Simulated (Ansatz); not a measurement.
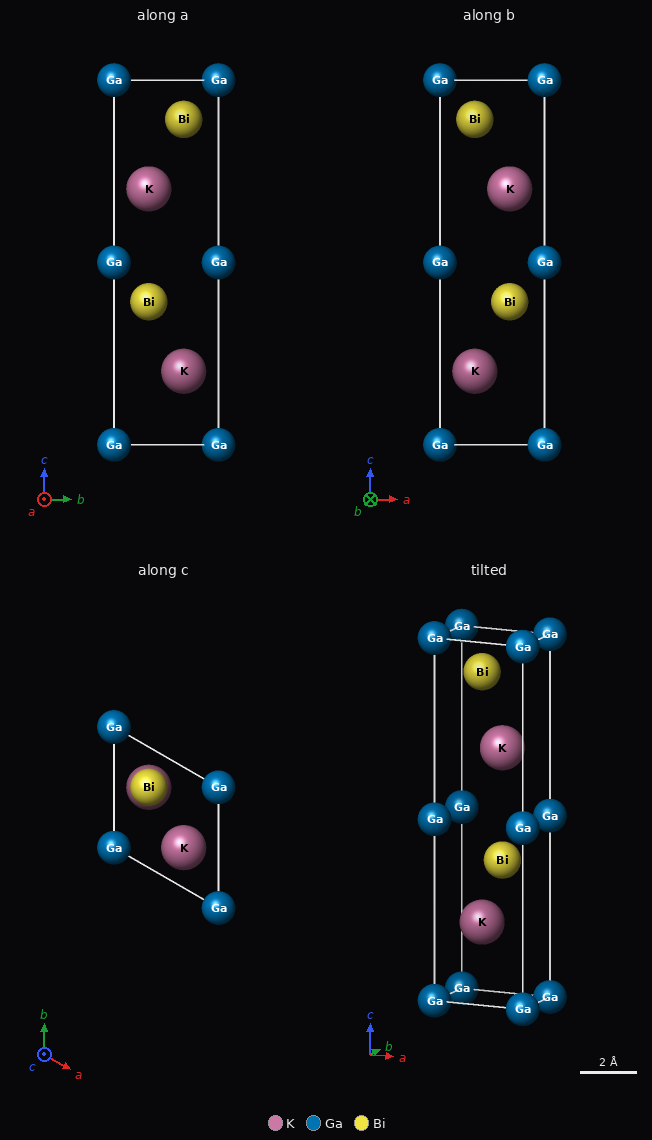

Spheres-only model, viewed along the a axis, along the b axis, along the c axis and slightly off an axis. The parallelepiped is the conventional unit cell.

Lattice parameters: a = 4.354 Å, b = 4.354 Å, c = 13.152 Å, α = 90.00°, β = 90.00°, γ = 120.00°.

Q: Set out the cell and atoms as a table of Wyckoff sites, with free fractional coordinates to two decimals.

A: Space group P6_3mc (No. 186).
```csv
atom,site,x,y,z
K,2b,0.3333,0.6667,0.20
Ga,2a,0.00,0.00,0.50
Bi,2b,0.3333,0.6667,0.89
```

The structure is a generated cell, made by putting these elements into a known structure type (the compound may or may not exist in this form); no relaxation was done. A calculation with Ansatz used it as input.
